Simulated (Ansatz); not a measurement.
# Fields on a plane of C (diamond)

```xyz
2
Lattice="0.0000 1.7858 1.7858 1.7858 0.0000 1.7858 1.7858 1.7858 0.0000" Properties=species:S:1:pos:R:3 pbc="T T T"
C      1.7858     1.7858     1.7858
C      2.6787     2.6787     2.6787
```

The slice is a {111} plane (indices of the conventional cell) through the point (0.750, 0.750, 0.750) (fractional), spanned by u = [100] and v = [-1 2 0] in vectors of this cell: u (2.53 Å) and v (4.37 Å, at 90° to u). It covers one period; positions are fractions (u, v).

Atoms on it: C at (0.00, 0.00); C at (0.50, 0.50). Other atoms lie within 1 Å of the plane.

Level of theory: PBE (plane waves to 420 eV, PAW, scalar-relativistic; Ansatz, a quantum-chemistry and plane-wave program). k mesh 16×16×16. These are valence fields of a PAW run, semicore shells included where kept as valence: close to a nucleus they are smooth pseudo fields. C was relaxed with its symmetry unable to fall. The PAW data are Ansatz's earlier set.

| v \ u | 0.00 | 0.08 | 0.17 | 0.25 | 0.33 | 0.42 | 0.50 | 0.58 | 0.67 | 0.75 | 0.83 | 0.92 |
|---|---|---|---|---|---|---|---|---|---|---|---|---|
| 0.90 | 0.42 | 0.60 | 0.84 | 0.90 | 0.86 | 0.71 | 0.59 | 0.71 | 0.86 | 0.90 | 0.84 | 0.60 |
| 0.80 | 0.40 | 0.47 | 0.58 | 0.66 | 0.65 | 0.57 | 0.53 | 0.57 | 0.65 | 0.66 | 0.58 | 0.47 |
| 0.70 | 0.05 | 0.07 | 0.20 | 0.45 | 0.71 | 0.85 | 0.89 | 0.85 | 0.71 | 0.45 | 0.20 | 0.07 |
| 0.60 | 0.09 | 0.14 | 0.32 | 0.52 | 0.63 | 0.66 | 0.67 | 0.66 | 0.63 | 0.52 | 0.32 | 0.14 |
| 0.50 | 0.49 | 0.59 | 0.74 | 0.76 | 0.51 | x | x | x | 0.51 | 0.76 | 0.74 | 0.59 |
| 0.40 | 0.59 | 0.71 | 0.86 | 0.90 | 0.84 | 0.60 | 0.42 | 0.60 | 0.84 | 0.90 | 0.86 | 0.71 |
| 0.30 | 0.53 | 0.57 | 0.65 | 0.66 | 0.58 | 0.47 | 0.40 | 0.47 | 0.58 | 0.66 | 0.65 | 0.57 |
| 0.20 | 0.89 | 0.85 | 0.71 | 0.45 | 0.20 | 0.07 | 0.05 | 0.07 | 0.20 | 0.45 | 0.71 | 0.85 |
| 0.10 | 0.67 | 0.66 | 0.63 | 0.52 | 0.32 | 0.14 | 0.09 | 0.14 | 0.32 | 0.52 | 0.63 | 0.66 |
| 0.00 | x | x | 0.51 | 0.76 | 0.74 | 0.59 | 0.49 | 0.59 | 0.74 | 0.76 | 0.51 | x |

Values: electron localisation function (ELF). Points within 0.3 Å of a nucleus are blanked (x), as the pseudised field means little there.

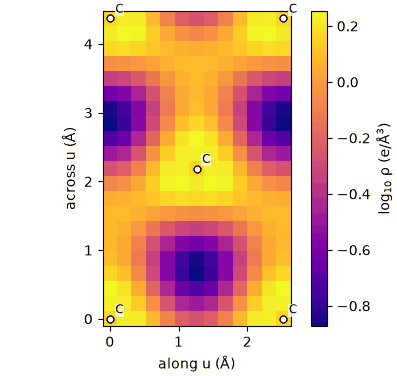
Fig. 1. Log₁₀ of the valence density in e/Å³, one period of the plane, atoms marked. The scale is logarithmic, as a density can span decades between atoms and voids.
